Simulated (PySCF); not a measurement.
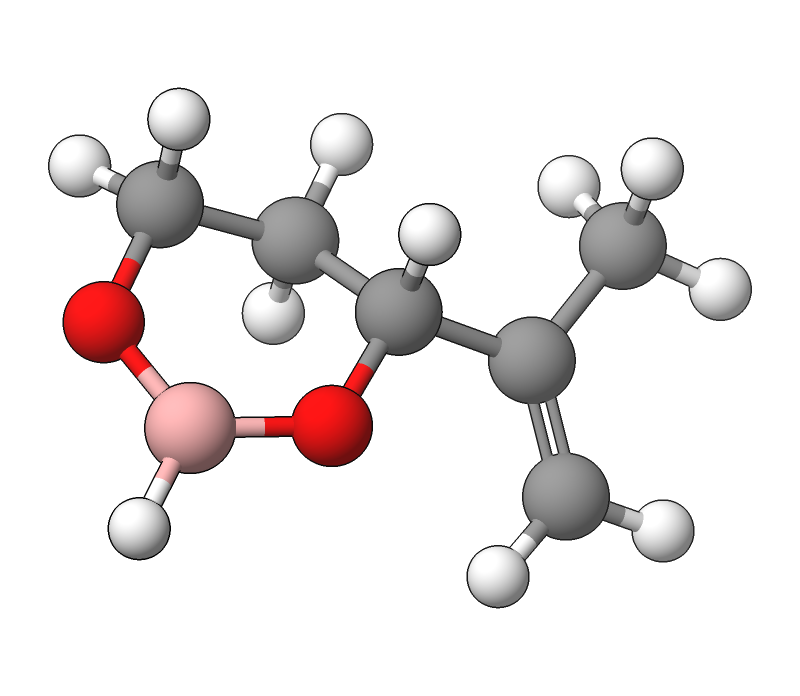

The picture shows a molecular structure as a ball-and-stick model. Double and triple bonds are drawn as two and three sticks. Colours: carbon grey, oxygen red, boron pink, hydrogen white.

The computed structure is the end point of a PBE0-D3(BJ)/def2-SVP optimisation. No frequency run is at hand to confirm it as a minimum.

What is the molecular formula?

C₆H₁₁BO₂, 20 atoms: 6 carbon, 11 hydrogen, 1 boron and 2 oxygen.

Give the symmetry (Schoenflies symbol).

C1.

Name some functional groups or characteristic bonds that it holds.

Among them: alkene, B–H bond.

Count the bonded pairs by element.

10 C–H, 5 C–C, 2 C–O, 2 B–O, 1 B–H.

Does it have rings?

Independent rings (smallest set): 1 of 6 members.

The parts below concern this one geometry. Atoms keep their numbers from picture to picture.

**Shape**

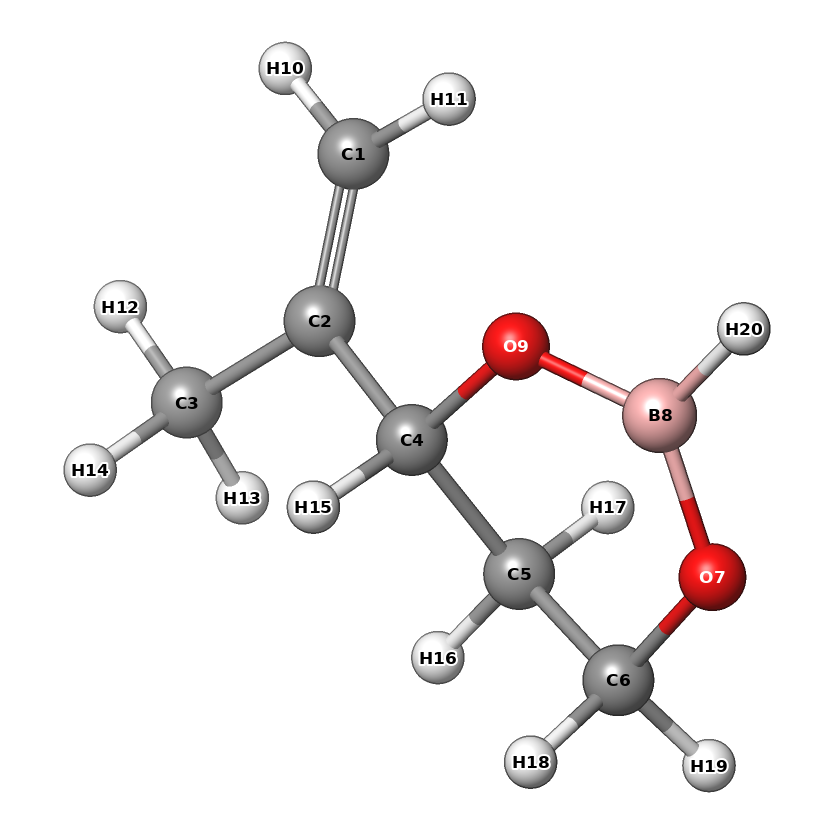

No frequency run is at hand to confirm it as a minimum.

How are the neighbours of atom 3 arranged?

C3 has 4 neighbours (C2 at 1.50, H12 at 1.10, H13 at 1.10, H14 at 1.10 Å); the arrangement is tetrahedral.

How are the neighbours of atom 5 arranged?

C5 has 4 neighbours (C4 at 1.53, C6 at 1.52, H16 at 1.10, H17 at 1.10 Å); the arrangement is tetrahedral.

How are the neighbours of atom 9 arranged?

O9 has 2 neighbours (C4 at 1.41, B8 at 1.36 Å); the arrangement is bent.

How are the neighbours of atom 7 arranged?

O7 has 2 neighbours (C6 at 1.41, B8 at 1.36 Å); the arrangement is bent.

What is the dihedral angle O7–B8–O9–C4?

1° in size, that is syn (eclipsed).

**Levels of theory compared**

No frequency run is at hand to confirm it as a minimum. Program: PySCF 2.14.0.

Tabulate HOMO energy (eV) at these levels: CAM-B3LYP/def2-SVPD; PBE/pcSseg-1; PBE0/pcSseg-1; PBE0/pcSseg-1 in chloroform (IEF-PCM).

```tsv
level	HOMO energy (eV)
CAM-B3LYP/def2-SVPD	−8.61
PBE/pcSseg-1	−6.15
PBE0/pcSseg-1	−7.26
PBE0/pcSseg-1 in chloroform (IEF-PCM)	−7.22
```

**NMR shielding**

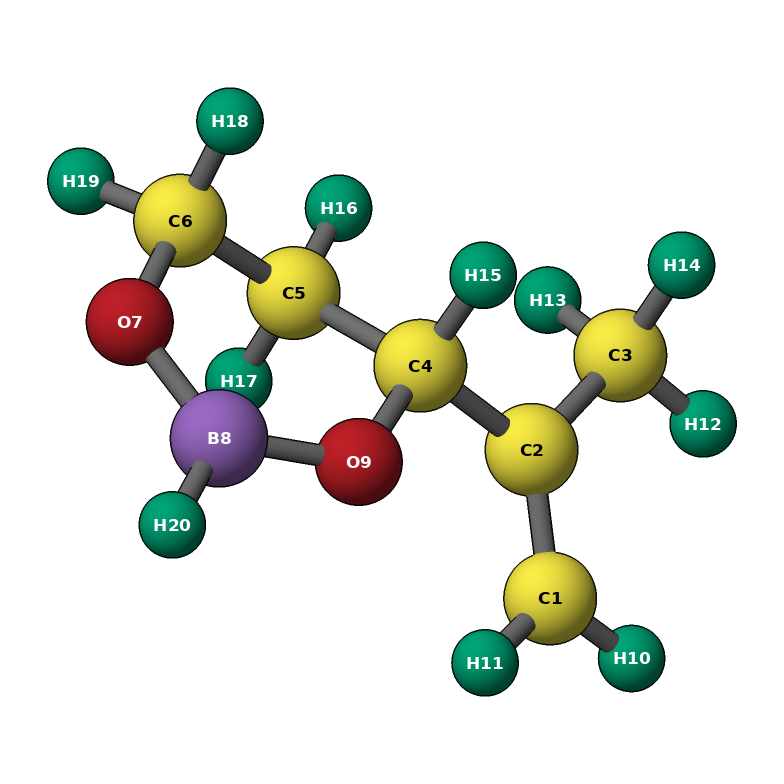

No frequency run is at hand to confirm it as a minimum. Method: GIAO PBE0/pcSseg-1 NMR shielding, non-relativistic, gas phase (PySCF 2.14.0). Principal shieldings σ11 ≤ σ22 ≤ σ33, span Ω = σ33 − σ11, skew κ = 3(σiso − σ22)/Ω.

Give the shielding tensors of the B atoms.

```json
{"atom": "B8", "σ11": "61.9", "σ22": "74.8", "σ33": "93.7", "σiso": "76.8", "Ω": "31.8", "κ": "0.19"}
```

Shieldings and span in ppm.

**Polarisability**

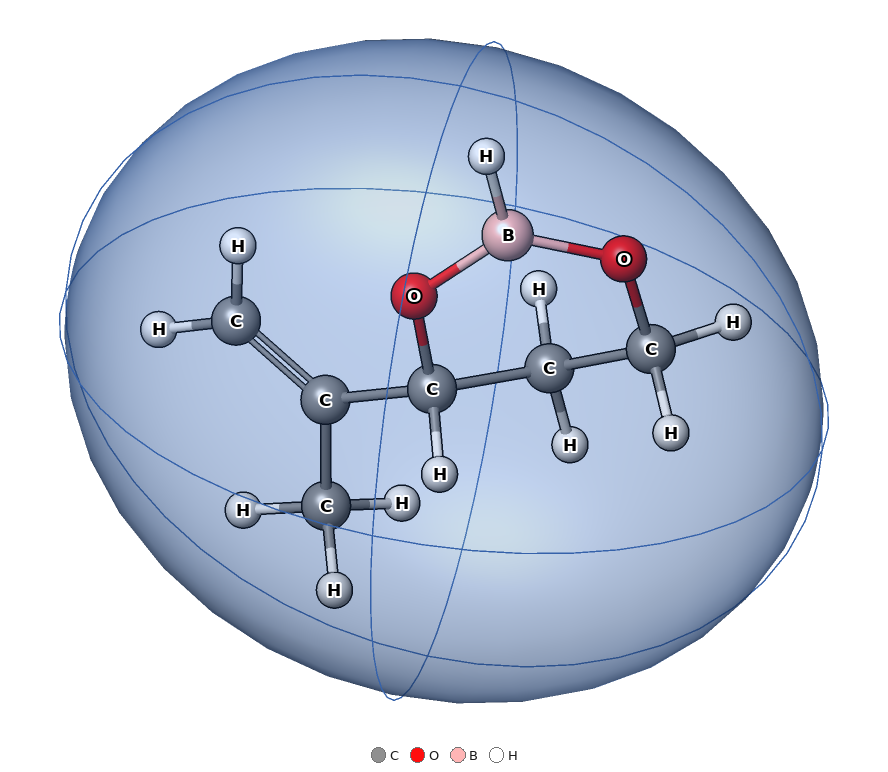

The ellipsoid shows the static dipole polarisability: its half-axes are proportional to the principal values. No frequency run is at hand to confirm it as a minimum. Method: CAM-B3LYP/def2-SVPD (PySCF 2.14.0).

How large and how anisotropic is the polarisability?

Principal values 70.3, 96.2, 101.7 bohr³; mean 89.4 bohr³ (13.25 Å³); anisotropy 29.1 bohr³, so the longest axis is 1.45 times the shortest.
